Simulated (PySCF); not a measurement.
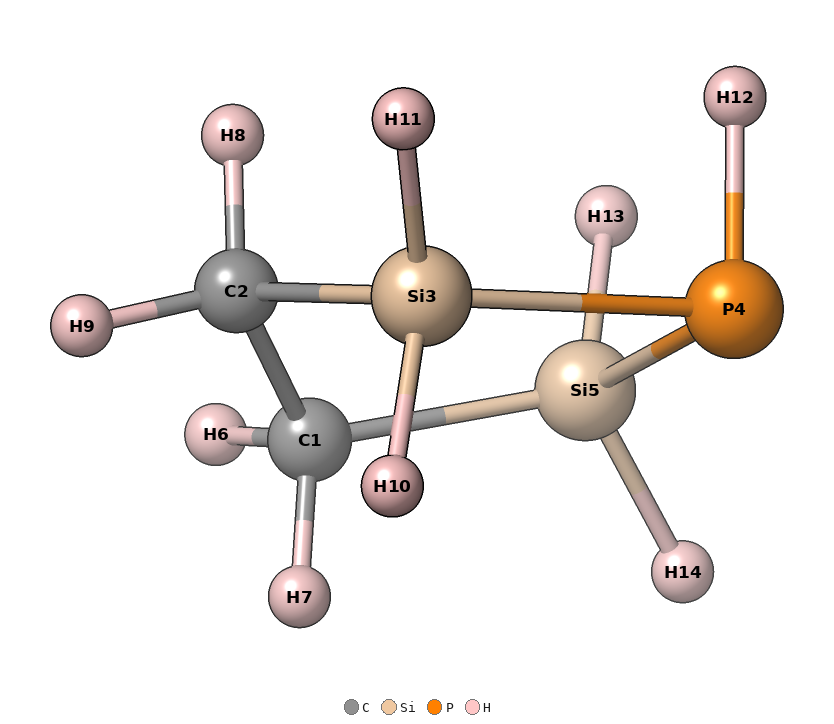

Depth is shown by fading: the farther an atom, the more it takes the colour of the background. The computed structure is the end point of a PBE0-D3(BJ)/def2-SVP optimisation. No frequency run is at hand to confirm it as a minimum.

What is the conformation of the ring C1–C2–Si3–P4–Si5?

Answer. It is a twist (half-chair). The Cremer–Pople amplitude Q is 0.49 Å.

Give the torsion angles round the ring, beginning with the bond from its second to its third atom.

Answer. 41°, −14°, −9°, 38°, −51°.
